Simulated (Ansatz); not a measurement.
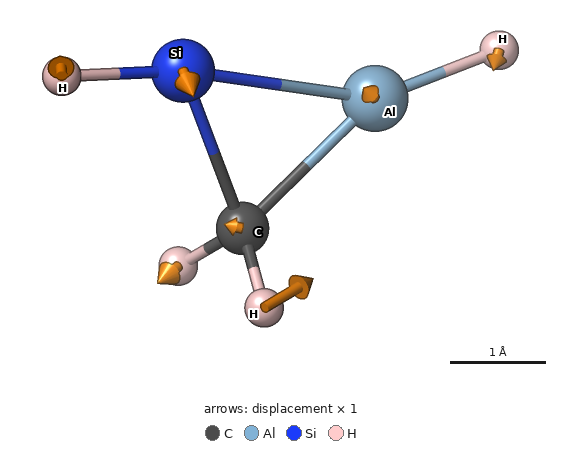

A relaxation of CH$_{4}$AlSi (charge +1). The starting structure is drawn; orange arrows show the displacements, at their true length. The two geometries are superimposed by the best rigid fit.

The picture is a ball-and-stick view, seen from a free direction.

Level of theory: RKS PBE0-D4/def2-TZVP (Ansatz 0.2.0). Settings: force threshold 0.005 eV/Å; at most 200 steps.

Question: Atoms of which element are displaced furthest, and by how much?

Answer: Hydrogen: up to 0.80 Å, against 0.41 Å for silicon.

Question: What happened in the run?

Answer: After 14 accepted moves (16 points after the start) the energy has fallen by 11.9 kcal/mol. Largest force component: 1.9 eV/Å at the start, 0.0015 eV/Å at the end. The line search rejected the trial steps at points 10, 12 of the run. An H atom moves most after the best rigid fit: 0.80 Å. By element the largest moves are H 0.80 Å, Si 0.41 Å, Al 0.24 Å, C 0.21 Å. Some distances before and after: C–Si 1.995 → 1.789 Å, Al–Si 2.453 → 2.312 Å, Al–C 2.003 → 2.082 Å, C–H 1.094 → 1.117 Å. Bond angles that change, for instance: Al–C–H 120.9° → 76.4°, Al–Si–H 170.5° → 141.0°, Al–C–H 121.6° → 141.2°. The run took about 50 core-seconds on a shared host.
